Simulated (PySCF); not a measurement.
# One shape, several levels: Si2PH7 (SMILES [SiH3]P[SiH3])

We compute a comparison of 5 runs (HF/def2-SVP, PBE0/3-21G, B3LYP/6-31G*, wB97X/def2-SVP, MP2/def2-SVP) of Si2PH7. 

The calculation is run with PySCF 2.14.0.

### 1 Starting point

The species is Si2PH7 (10 atoms), meant as a singlet with charge 0. SMILES: `[SiH3]P[SiH3]`. Geometry: relaxed at PBE0-D4/def2-TZVP.

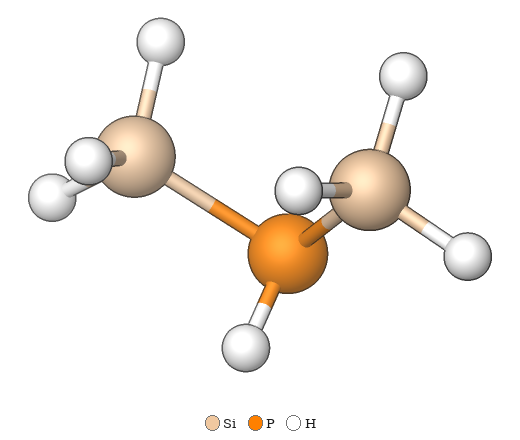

Viewed from a chosen angle; silicon light orange, phosphorus orange, hydrogen white.

### 2 Energy and forces at HF/def2-SVP (run 1)

Input file job.py:

```python
from pyscf import gto

mol = gto.Mole()
mol.atom = '''
Si    -2.444550     1.396508    -1.459247
P     -0.908769    -2.431889    -0.428779
Si     2.302820    -0.978311     1.948308
H     -4.355063     1.084703    -3.493726
H     -0.472998     3.203086    -2.324552
H     -3.696304     2.442660     0.826755
H      0.569374    -2.678120    -2.660167
H      4.033053    -3.112379     2.529965
H      1.203000    -0.005858     4.342591
H      3.769626     1.079978     0.718663
'''
mol.max_memory = 1860
mol.unit = 'bohr'
mol.basis = 'def2-svp'
mol.verbose = 4
mol.charge = 0
mol.build()

myscf = mol.RHF()
myscf.conv_tol = 1e-10
myscf.kernel()
if not myscf.converged:
    myscf = myscf.newton().run(myscf.mo_coeff, myscf.mo_occ)

e_final = myscf.e_tot
print('E = %.10f Eh' % e_final)
grad = myscf.nuc_grad_method().kernel()
dip = myscf.dip_moment()
pop, q = myscf.mulliken_pop()
```

Run with:

```bash
$ OMP_NUM_THREADS=1 python job.py
```

Log:

```text
PySCF version 2.14.0

[... 64 lines left out ...]
converged SCF energy = -922.388103454492
[... 12 lines left out ...]
Dipole moment(X, Y, Z, Debye):  0.55716,  0.56459, -0.38244
[... 100 lines left out ...]
charge of    9H =     -0.12340
```

It took 4.8 s on 1 thread of Arm Neoverse V2, shared host; peak memory 0.18 GiB.

### 3 Energy and gradient at PBE0/3-21G (run 2)

Input file run.py:

```python
# [SiH3]P[SiH3]
import pyscf.grad
from pyscf import gto, dft

mol = gto.M(
    atom='''
Si    -2.444550     1.396508    -1.459247
P     -0.908769    -2.431889    -0.428779
Si     2.302820    -0.978311     1.948308
H     -4.355063     1.084703    -3.493726
H     -0.472998     3.203086    -2.324552
H     -3.696304     2.442660     0.826755
H      0.569374    -2.678120    -2.660167
H      4.033053    -3.112379     2.529965
H      1.203000    -0.005858     4.342591
H      3.769626     1.079978     0.718663
''',
    verbose=4,
    spin=0,
    unit='bohr',
    max_memory=1860,
    basis='3-21g',
)

ks = dft.RKS(mol)
ks.xc = 'pbe0'
ks.grids.level = 5
ks.conv_tol = 1e-10
ks.kernel()
if not ks.converged:
    ks = ks.newton().run(ks.mo_coeff, ks.mo_occ)

e_tot = ks.e_tot
print('E = %.10f Eh' % e_tot)
grad = ks.Gradients().kernel()
ks.analyze()
```

Run with:

```bash
$ OMP_NUM_THREADS=1 python run.py
```

Log:

```text
PySCF version 2.14.0

[... 93 lines left out ...]
Two-electron Energy =                  552.718589540524476
[... 12 lines left out ...]
MO #9   energy= -4.70587989868529  occ= 2
[... 10 lines left out ...]
MO #20  energy= -0.39325823528657  occ= 2
[... 10 lines left out ...]
MO #31  energy= 0.0948184383664115 occ= 0
[... 10 lines left out ...]
MO #42  energy= 0.468664932417242  occ= 0
[... 10 lines left out ...]
MO #53  energy= 1.15800866806847   occ= 0
[... 66 lines left out ...]
Dipole moment(X, Y, Z, Debye):  0.84918,  1.08911, -0.42385
```

It took 12 s on 1 thread of Arm Neoverse V2, shared host; peak memory 0.55 GiB.

### 4 Energy and gradient at B3LYP/6-31G(d) (Cartesian functions) (run 3)

Input file run.py:

```python
from pyscf import gto, dft

mol = gto.M(
    atom='''
Si    -1.293600     0.739000    -0.772200
P     -0.480900    -1.286900    -0.226900
Si     1.218600    -0.517700     1.031000
H     -2.304600     0.574000    -1.848800
H     -0.250300     1.695000    -1.230100
H     -1.956000     1.292600     0.437500
H      0.301300    -1.417200    -1.407700
H      2.134200    -1.647000     1.338800
H      0.636600    -0.003100     2.298000
H      1.994800     0.571500     0.380300
''',
    max_memory=1860,
    basis='6-31g*',
    verbose=4,
    cart=True,
    charge=0,
)

myscf = dft.RKS(mol, xc='b3lyp')
myscf.conv_tol = 1e-10
myscf.grids.level = 5
myscf.kernel()
if not myscf.converged:
    myscf = myscf.newton().run(myscf.mo_coeff, myscf.mo_occ)

energy = myscf.e_tot
print('Final energy', energy)
grad = myscf.nuc_grad_method().kernel()
myscf.analyze()
```

Run with:

```bash
$ OMP_NUM_THREADS=1 python run.py
```

Log:

```text
PySCF version 2.14.0

[... 100 lines left out ...]
MO #1   energy= -77.0700473875849  occ= 2
[... 13 lines left out ...]
MO #15  energy= -3.64930065822141  occ= 2
[... 13 lines left out ...]
MO #29  energy= 0.0249337788258002 occ= 0
[... 13 lines left out ...]
MO #43  energy= 0.339169499941505  occ= 0
[... 13 lines left out ...]
MO #57  energy= 0.764625310105757  occ= 0
[... 13 lines left out ...]
MO #71  energy= 3.42425008950648   occ= 0
[... 84 lines left out ...]
Dipole moment(X, Y, Z, Debye):  0.55343,  0.58175, -0.36539
```

Run time: 23 s. Hardware: 1 thread of Arm Neoverse V2, shared host; peak memory 0.7 GiB.

Run 4 isn't shown in full; the table further down has it.

### 5 Energy and gradient at MP2/def2-SVP (run 5)

Input file input.py:

```python
from pyscf import gto, scf, mp

system = gto.M(
    atom='''
Si    -1.293600     0.739000    -0.772200
P     -0.480900    -1.286900    -0.226900
Si     1.218600    -0.517700     1.031000
H     -2.304600     0.574000    -1.848800
H     -0.250300     1.695000    -1.230100
H     -1.956000     1.292600     0.437500
H      0.301300    -1.417200    -1.407700
H      2.134200    -1.647000     1.338800
H      0.636600    -0.003100     2.298000
H      1.994800     0.571500     0.380300
''',
    verbose=3,
    spin=0,
    basis='def2-svp',
    max_memory=1860,
)

calc0 = scf.RHF(system)
calc0.conv_tol = 1e-10
calc0.kernel()
if not calc0.converged:
    calc0 = calc0.newton().run(calc0.mo_coeff, calc0.mo_occ)

pt = mp.MP2(calc0, frozen=15).run()
energy = pt.e_tot
print('Final energy', energy)
grad = pt.nuc_grad_method().kernel()
calc0.analyze()
```

Run with:

```bash
$ OMP_NUM_THREADS=1 python input.py
```

Log:

```text
converged SCF energy = -922.388103441092
[... 25 lines left out ...]
MO #14  energy= -4.25051861832645  occ= 2
[... 14 lines left out ...]
MO #29  energy= 0.155169288733352  occ= 0
[... 14 lines left out ...]
MO #44  energy= 0.55060591802864   occ= 0
[... 14 lines left out ...]
MO #59  energy= 0.953822039468285  occ= 0
[... 14 lines left out ...]
MO #74  energy= 1.78416519781434   occ= 0
[... 14 lines left out ...]
MO #89  energy= 2.48958428966733   occ= 0
[... 11 lines left out ...]
Dipole moment(X, Y, Z, Debye):  0.55717,  0.56459, -0.38244
```

It took 8.7 s on 1 thread of Arm Neoverse V2, shared host; peak memory 0.55 GiB.

### 6 All runs side by side

| run | level | integration grid | Cartesian functions | energy (Eh) | dipole moment (D) of the reference | HOMO energy (eV) | LUMO energy (eV) | wall time |
| --- | --- | --- | --- | --- | --- | --- | --- | --- |
| 1 | HF/def2-SVP | – | no | -922.388103 | 0.88 | -9.96 | 3.66 | 4.8 s |
| 2 | PBE0/3-21G | 5 | no | -919.304706 | 1.44 | -7.37 | 0.08 | 12 s |
| 3 | B3LYP/6-31G* (Cartesian functions) | 5 | yes | -924.549811 | 0.88 | -7.15 | -0.02 | 23 s |
| 4 | wB97X/def2-SVP | 5 | no | -924.236721 | 0.87 | -9.72 | 2.36 | 35 s |
| 5 | MP2/def2-SVP | – | no | -922.718455 | 0.88 | -9.96 | 3.66 | 8.7 s |

### 7 Outcome

| quantity | value |
| --- | --- |
| run 5: total energy | -922.71845 Eh |
| run 5: dipole moment (Hartree–Fock density) | 0.88 D |
| run 5: HOMO energy (Hartree–Fock orbitals) | -9.96 eV |
| run 5: LUMO energy (Hartree–Fock orbitals) | 3.66 eV |
| run 5: HOMO–LUMO gap (Hartree–Fock orbitals) | 13.61 eV |
| run 5: correlation energy (15 core orbitals frozen) | -330.4 mEh |
| run 5: largest force on an atom | 0.278 eV/Å |

Over runs 1, 2, 3, 4 the dipole moment (its size) runs from 0.87 D (wB97X/def2-SVP) to 1.44 D (PBE0/3-21G). The two ends differ in method and basis. Over runs 1, 2, 3, 4 the HOMO–LUMO gap runs from 7.14 eV (B3LYP/6-31G*) to 13.61 eV (HF/def2-SVP). Totals of different functionals can't be ranked against each other. All runs together took 83 s, the longest 35 s.
